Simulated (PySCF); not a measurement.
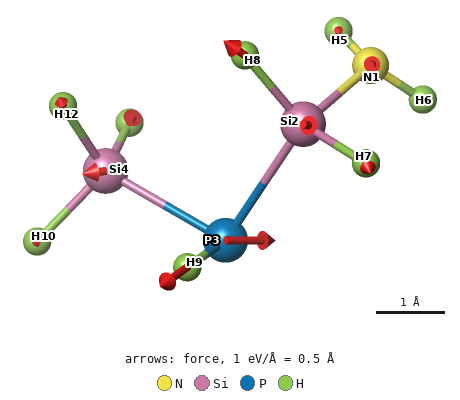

Starting geometry of Si2PNH8 with the computed forces as red arrows. Style: ball-and-stick. Shown from a free direction.

The start comes from GFN2-xTB. Its atoms were then displaced at random by about 0.01 Å.

The calculation used PBE0-D3(BJ)/def2-SVP geometry optimisation, gas phase (PySCF). 

Question: Is this structure relaxed? If not, where do the atoms go?

Answer: It isn't relaxed: the largest force vector, on the P atom, is 1.86 eV/Å. The final displacements have little in common with the starting forces (cosine between the two patterns 0.13). The largest move after the best rigid fit is that of an H atom, 0.39 Å. Largest moves by element: H 0.39 Å, N 0.23 Å, P 0.23 Å, Si 0.11 Å. Some distances before and after: H–P 1.358 → 1.431 Å, P–Si 2.191 → 2.256 Å, H–Si 1.451 → 1.495 Å, H–Si 1.478 → 1.497 Å. Bond angles that change, for instance: Si–P–Si 101.6° → 95.3°, N–Si–H 105.0° → 109.5°, H–N–H 106.9° → 110.9°. After 9 geometry steps the energy has fallen by 17.9 kJ/mol.
